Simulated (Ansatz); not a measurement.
## CuI (zinc blende): energy against volume

CuI (zinc blende)

Space group F-43m (No. 216); a = 5.9394 Å, b = 5.9394 Å, c = 5.9394 Å, α = 90.00°, β = 90.00°, γ = 90.00°

```tsv
atom	site	symmetry	x	y	z
I	4c	-43m	0.2500	0.2500	0.2500
Cu	4a	-43m	0.0000	0.0000	0.0000
```
(The calculation used a cell of 2 atoms; values per cell refer to that cell.)

The volume is varied about the relaxed value V₀ at fixed cell shape. Symmetry pins the atoms to their sites.

Computed with PBEsol (plane waves to 420 eV, PAW, scalar-relativistic; Ansatz, a program for electronic structure). k mesh 10×10×10 (Γ-centred), Fermi-Dirac smearing 0.05 eV. Energies are smeared free energies. CuI is run without spin polarisation. CuI was relaxed with its symmetry unable to fall. Spin-orbit coupling is left out, though I is heavy. The zero of ΔE is the relaxed starting cell.

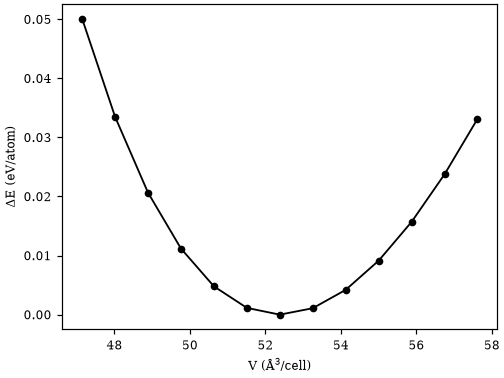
*ΔE (eV/atom) against V (Å³/cell); one marker a computed point.*

The pressure at the smallest volume is 6.84 GPa. The pressure derivative B₀′ (fit) is 5.2 and the pressure for 5 % compression (fit) is 2.9 GPa. The energy cost of the largest compression comes out as 50.1 meV/atom and the energy cost of the largest expansion is 33.1 meV/atom.

P = (3B₀/2)(x⁷ − x⁵)[1 + ¾(B₀′ − 4)(x² − 1)] with x = (1/0.95)^(1/3), B₀ = 49.3 GPa and B₀′ = 5.21.

(A scan under strain: stresses follow from slopes of the energy per volume, elastic moduli from its curvatures.)
